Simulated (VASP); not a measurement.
Band structure of CdSe (wurtzite). All values below come from optB86b-vdW, VASP's PBE PAW potentials (set 64) (plane waves; VASP).

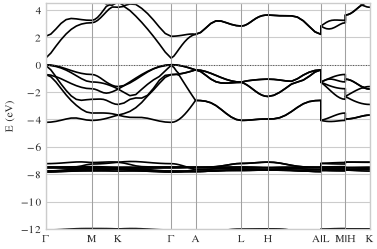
Figure: Bands along high-symmetry lines, zero at the valence-band maximum or, without a gap, the Fermi level

### Question
Read the plot: is there a gap, and where are the band edges?

### Answer
The gap is direct, 0.48 eV, from the valence maximum at Γ to the conduction minimum at Γ. (Edges off the drawn lines would not show.)

Measured: gap 1.73 eV (computed value off by -1.25 eV), as given by Abedi et al., (2022), arXiv:2211.14644.

The compound is CdSe in the wurtzite structure. It was relaxed first.
